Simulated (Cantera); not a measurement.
A closed system holds: 1 mol B, 2.2 mol N2, 3.6 mol NH3, held at 93.0 Pa.

Method: chemical equilibrium by Gibbs-energy minimisation in Cantera with the NASA 1993 tables (ideal gas, pure condensed phases). Candidate condensed phases: B, BN; 15 gas species. The tables' values for BH2 are old estimates; treat these amounts as uncertain. Rates play no part.

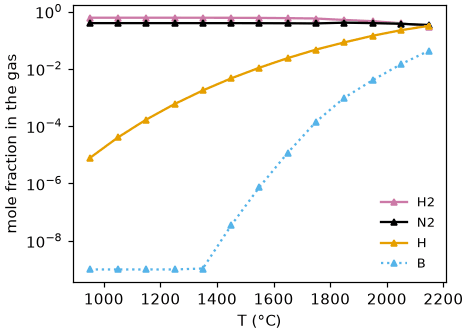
*Equilibrium gas composition (values under 1e-9 drawn at 1e-9)*

From 950 °C to 1750 °C the condensed part is BN(s). From 1850 °C to 2050 °C the condensed part is B(s). At 2150 °C the condensed part is B(l).
